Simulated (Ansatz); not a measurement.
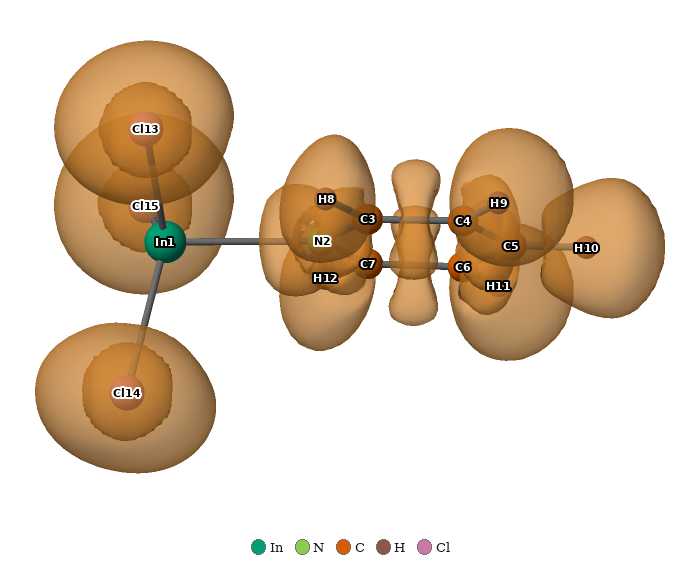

C₅H₅Cl₃InN (In(py)Cl3). Isosurface of the electron localisation function at 0.75 (orange), seen from one side. Only the valence region is drawn (cores and ρ < 0.01 e/Å³ removed).

Geometry: PBE-D4/def2-SVP; core potentials replace the inner electrons of In.

Computed with Ansatz, RKS PBE0-D4/def2-TZVP.

The calculation's input:

```
crystal:
  periodic: [false, false, false]
  atoms:
    - {symbol: In, position_ang: [-0.011485, 0.030254, -2.769590]}
    - {symbol: N, position_ang: [0.009299, -0.014183, -0.471593]}
    - {symbol: C, position_ang: [1.038442, 0.540674, 0.200826]}
    - {symbol: C, position_ang: [1.063263, 0.571418, 1.599109]}
    - {symbol: C, position_ang: [-0.007463, 0.004837, 2.306544]}
    - {symbol: C, position_ang: [-1.063363, -0.583010, 1.594240]}
    - {symbol: C, position_ang: [-1.018867, -0.576485, 0.196131]}
    - {symbol: H, position_ang: [1.856839, 0.943712, -0.418582]}
    - {symbol: H, position_ang: [1.915514, 1.030944, 2.119416]}
    - {symbol: H, position_ang: [-0.015932, 0.015572, 3.407053]}
    - {symbol: H, position_ang: [-1.914896, -1.048201, 2.110746]}
    - {symbol: H, position_ang: [-1.800396, -1.042627, -0.426474]}
    - {symbol: Cl, position_ang: [2.347987, 0.037913, -3.071343]}
    - {symbol: Cl, position_ang: [-1.126799, 2.051859, -3.297717]}
    - {symbol: Cl, position_ang: [-1.272133, -1.962677, -3.078756]}
basis:
  gaussian: {orbitals: def2-TZVP, initial_orbitals: start.molden}
hamiltonian: {xc: pbe0, dispersion: d4}
scf: {omitted_lower_state_checks: [starts]}
output: {orbitals: {seedname: orbitals}}
```

Command:

```sh
ansatz run in.yaml --threads 4 --pin off --events-out ev --progress --plain --max-ram 6963MiB
```

Where are the electrons localised?

At this value the surface marks out four regions between bonded C–C atoms (shared pairs), five regions around hydrogen nuclei, one region on N in which the atom's valence shell and bonds are merged and three regions wrapped around Cl (the valence shell of each). Profiles from the grid: C–N (1.35 Å): the ELF peaks at about 0.90 between the atoms: a covalent bond. C–C (1.40 Å): the ELF peaks at about 0.95 between the atoms: localised, covalent bonding.
